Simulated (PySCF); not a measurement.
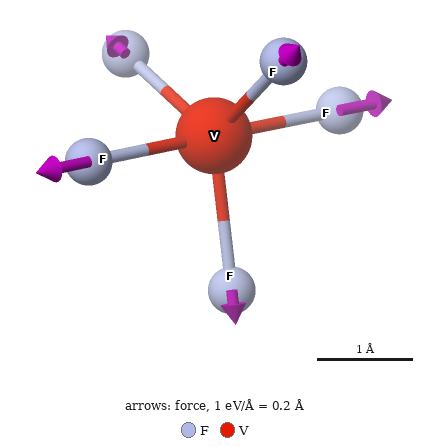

Starting geometry of VF5 with the computed forces as purple arrows. Style: ball-and-stick. Shown from a free direction.

The start comes from GFN2-xTB.

All numbers below come from PySCF 2.14.0, density-fitted response routines, PBE0-D3(BJ)/def2-SVP geometry optimisation, gas phase. 

### Is this structure relaxed? If not, where do the atoms go?

It isn't relaxed: the largest force vector, on F atoms, is 3.48 eV/Å. The atoms end up moving mostly along the starting forces (cosine between the two patterns 0.99). The largest moves after the best rigid fit, 0.078 Å, are those of F atoms. By element the largest moves are F 0.078 Å, V 0.002 Å. Some distances before and after: F–V 1.643 → 1.721 Å, F–V 1.651 → 1.685 Å. After 5 geometry steps the energy has fallen by 7.83 kcal/mol.
